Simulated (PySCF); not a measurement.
Ga2(mu-F)2(F)4, F6Ga2, singlet at its CAM-B3LYP/def2-SVP optimised geometry (Å):

```
8

Ga    -0.3494    -0.3840     0.0000
Ga    -1.6718     1.5345     1.7785
F     -1.0099    -0.2487     1.7784
F     -1.3705    -1.3992    -0.9407
F      1.3705    -0.3840     0.0000
F     -1.0113     1.3992     0.0000
F     -3.3917     1.5340     1.7791
F     -0.6506     2.5502     2.7186
```

Computed with CAM-B3LYP/def2-TZVP run with PySCF. Cells within 0.4 Å of a nucleus heavier than hydrogen are left out (blank, or x).

Map of the electron localisation function on the plane z = 0.0 Å:

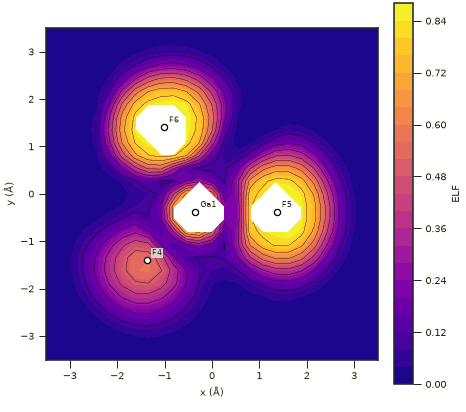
Figure: Electron localisation function on the plane z = 0.0 Å.
